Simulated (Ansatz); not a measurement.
# CH3S2 (SMILES [S-]CS) (charge −1): what the fields show

```yaml
atoms:
  - { symbol: S, position_ang: [0.7561, 0.6250, -1.5666] }
  - { symbol: C, position_ang: [-0.3973, 0.0014, -0.3677] }
  - { symbol: S, position_ang: [0.3579, -0.7037, 1.3199] }
  - { symbol: H, position_ang: [-0.9777, -0.8822, -0.6995] }
  - { symbol: H, position_ang: [-1.1117, 0.7579, 0.0031] }
  - { symbol: H, position_ang: [1.3726, 0.2017, 1.3109] }
```

The highest occupied orbital lies above zero, a sign that basis and functional describe the outermost electron poorly.

The calculation used RKS PBE-D4/6-31G* in Ansatz 0.2.0.

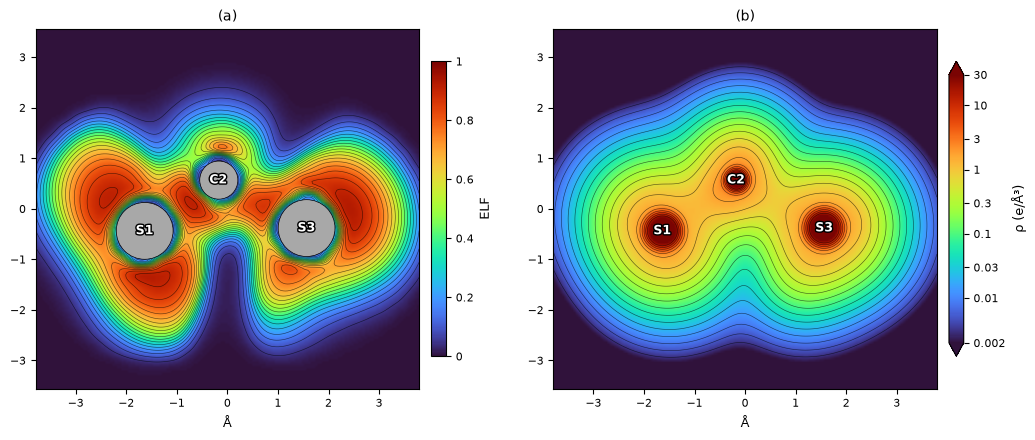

Figure 1. (a) electron localisation function; (b) total electron density on the plane of atoms S1, C2 and S3. Grey discs cover the atomic cores in the ELF map.

> Describe what can be read from this map.

- Atoms in the plane: S and C.
- C–S (1.78 Å): ρ at the midpoint is about 1.2 e/Å³; the ELF peaks at about 0.90 between the atoms: a covalent bond.
- C–S (1.98 Å): ρ is about 0.89 e/Å³ halfway; the ELF peaks at about 0.85 between the atoms, as expected for a covalent bond.
- The ELF also peaks beside S1 and S3, away from the bonds: lone-pair regions.

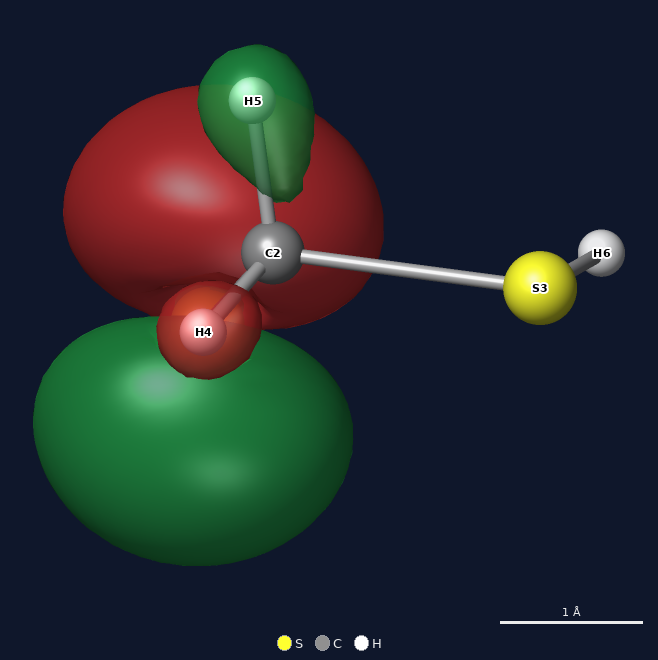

Figure 2. The HOMO at ±0.15 Å⁻³ᐟ² (green and red are the two phases), seen from one side.

> Describe this orbital and give its energy.

By Hirshfeld shares it lies mainly on S1 (about 85 %) and C2 (about 5 %); largely a lone pair of S1. Its energy is 1.29 eV.

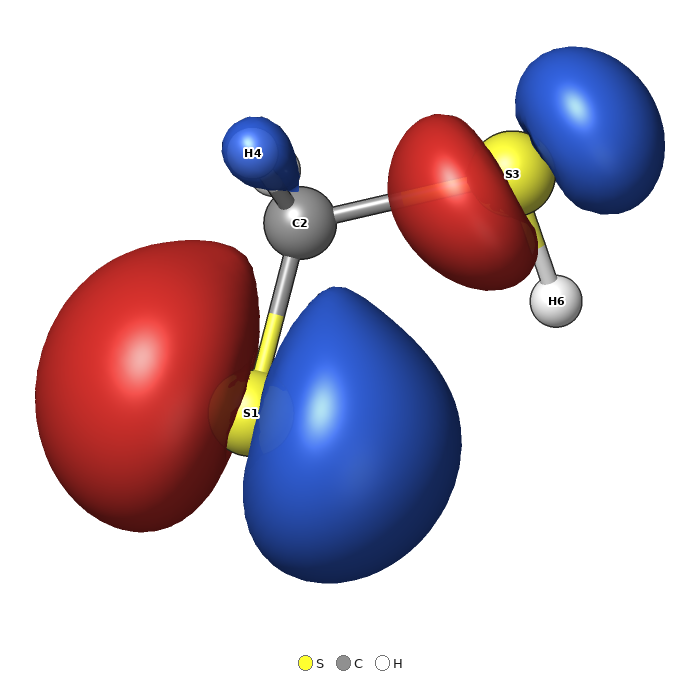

Figure 3. The HOMO−1 at ±0.1 Å⁻³ᐟ² (blue and red are the two phases), seen across its widest extent.

> What is the character of this orbital?

Its weight (Hirshfeld) is mainly on S1 (about 80 %) and S3 (about 15 %); largely a lone pair of S1. Its energy is 1.07 eV.
